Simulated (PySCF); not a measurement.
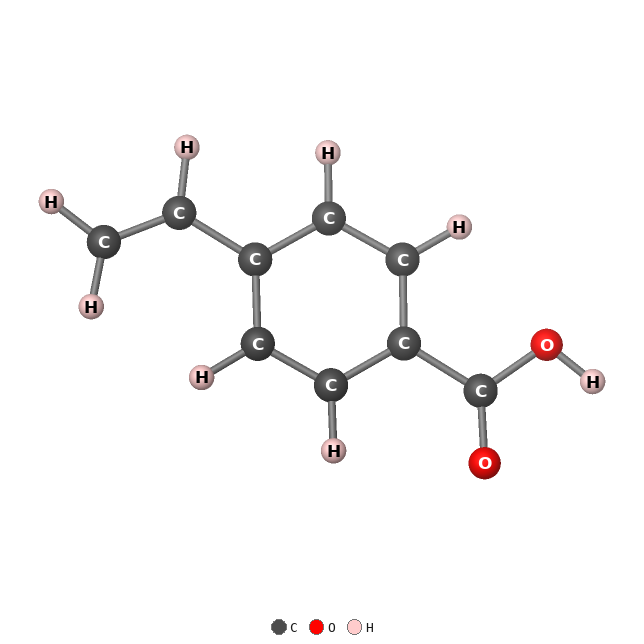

Ball-and-stick drawing of a structure. Every bond is drawn as one stick, whatever its order.

Computed geometry: PBE0-D3(BJ)/def2-SVP optimisation. No frequency run is at hand to confirm it as a minimum.

Which formula does it have?

Answer. C₉H₈O₂, 19 atoms: 9 carbon, 8 hydrogen and 2 oxygen.

How many bonds of each kind are drawn?

Answer. 9 C–C, 7 C–H, 2 C–O, 1 O–H.

The parts below concern this one geometry. Atoms keep their numbers from picture to picture.

## Geometry

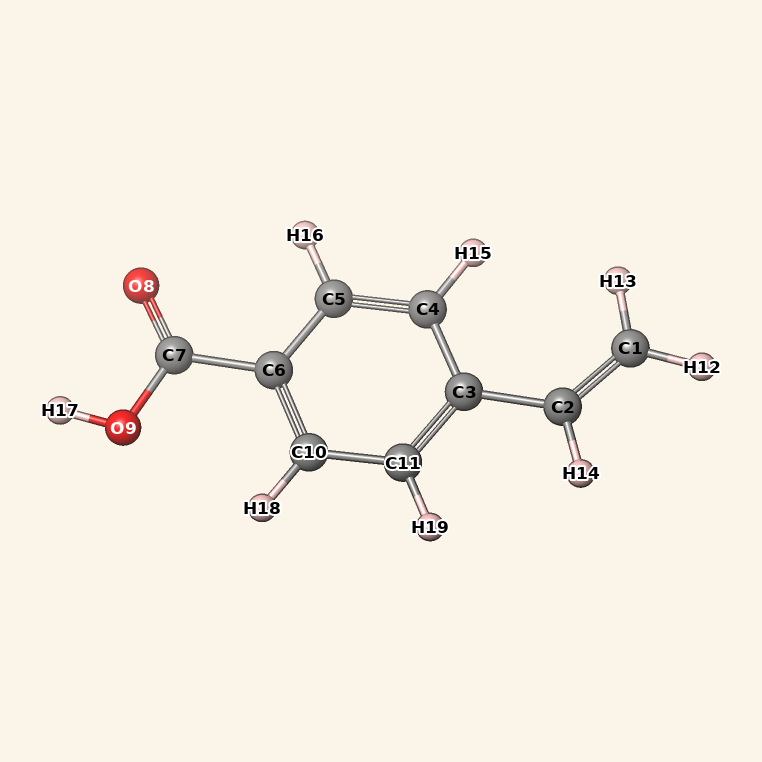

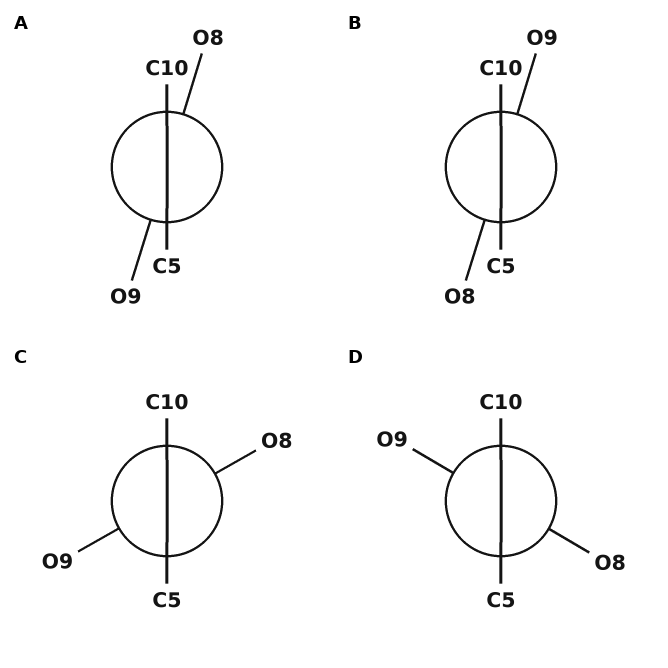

Depth is shown by fading: the farther an atom, the more it takes the colour of the background. Bonds that would overlap in a projection are set slightly apart. No frequency run is at hand to confirm it as a minimum.

Which Newman projection shows the view along C6–C7, with C6 in front?

Answer. B. The torsion angle C5–C6–C7–O9 is 180°, antiperiplanar (anti).

## Charges

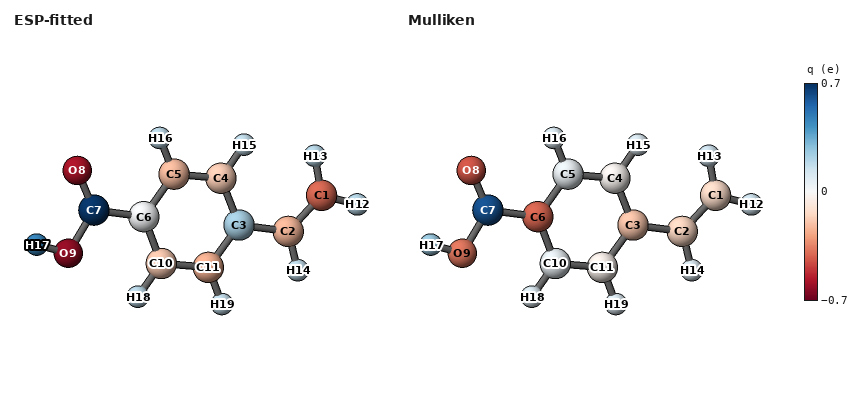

Atomic charges of one calculation by 2 schemes, on one colour scale. No frequency run is at hand to confirm it as a minimum. Computed with PBE0/pcSseg-1 in benzene (IEF-PCM) (PySCF 2.14.0).

Which scheme gives the most polar picture (largest mean size of the charges)?

Answer. The ESP-fitted charges are the largest in size here.

On which atom do the schemes disagree most?

Answer. On C3 (from −0.20 to 0.23 e); C6 (from −0.40 to 0.01 e).

List the charges (e), one line for each set of equivalent atoms.

| atom | ESP-fitted | Mulliken |
| --- | --- | --- |
| C1 | −0.40 | −0.13 |
| C2 | −0.23 | −0.15 |
| C3 | 0.23 | −0.20 |
| C4 | −0.17 | −0.02 |
| C5 | −0.22 | 0.05 |
| C6 | 0.01 | −0.40 |
| C7 | 0.68 | 0.61 |
| O8 | −0.57 | −0.43 |
| O9 | −0.61 | −0.37 |
| C10 | −0.18 | 0.05 |
| C11 | −0.24 | −0.04 |
| H12 | 0.19 | 0.14 |
| H13 | 0.19 | 0.14 |
| H14 | 0.17 | 0.10 |
| H15 | 0.17 | 0.10 |
| H16 | 0.18 | 0.10 |
| H17 | 0.46 | 0.25 |
| H18 | 0.19 | 0.10 |
| H19 | 0.17 | 0.10 |

## Quadrupole coupling

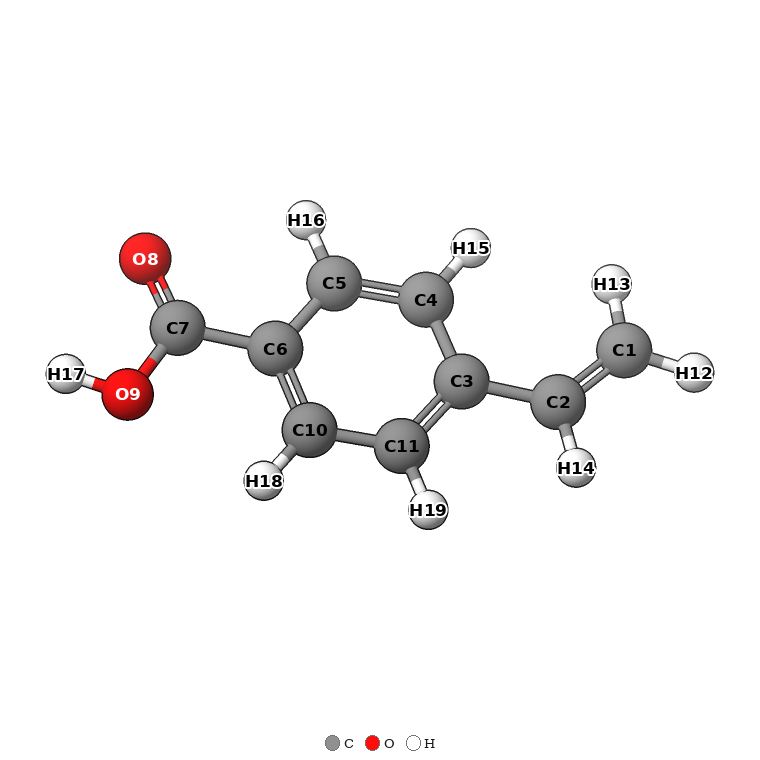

No frequency run is at hand to confirm it as a minimum. Electric field gradients from the ground-state density, PBE0/pcSseg-1 in benzene (IEF-PCM) (PySCF 2.14.0), non-relativistic apart from any core potentials.

Give the largest field-gradient component, the quadrupole coupling constant and the asymmetry for 17O at O8 (Q = −25.6 mb), 17O at O9 (Q = −25.6 mb), 2H at H12 (Q = 2.86 mb), 2H at H13 (Q = 2.86 mb).

| atom | V_zz (a.u.) | e²qQ/h (MHz) | η |
| --- | --- | --- | --- |
| O8 | −1.536 | 9.24 | 0.05 |
| O9 | 1.551 | −9.33 | 0.56 |
| H12 | 0.307 | 0.206 | 0.05 |
| H13 | 0.304 | 0.205 | 0.06 |

## Dipole moment

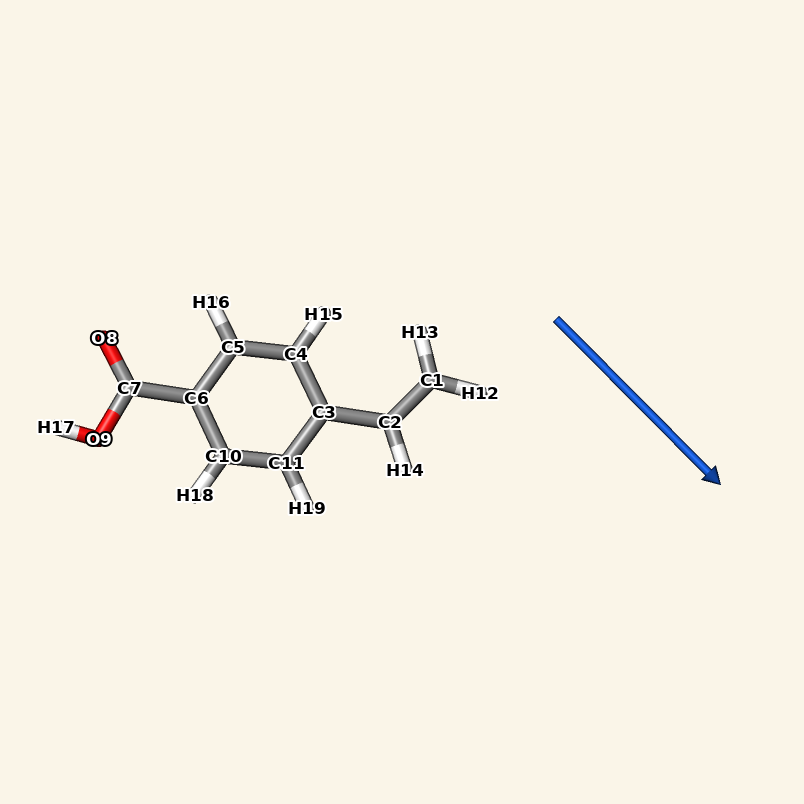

The arrow beside the molecule shows the direction of the dipole moment, from the negative to the positive end (its length means nothing). No frequency run is at hand to confirm it as a minimum. Level of theory: PBE0/pcSseg-1 in benzene (IEF-PCM) (PySCF 2.14.0).

How large is the dipole moment?

Answer. 2.43 D; it points from the side of O8 to the side of H12, H14 (the outermost atoms at the two ends).

## NMR shielding

The questions are on isotropic NMR shieldings of the O atoms. No frequency run is at hand to confirm it as a minimum. Properties computed with GIAO PBE0/pcSseg-1 NMR shielding, non-relativistic, IEF-PCM benzene (PySCF 2.14.0).

List the isotropic NMR shieldings of the O atoms.

| atom | σ (ppm) |
| --- | --- |
| O8 | −61.0 |
| O9 | 134.3 |

Mulliken values depend strongly on the basis set and can even reverse the polarity of a bond.
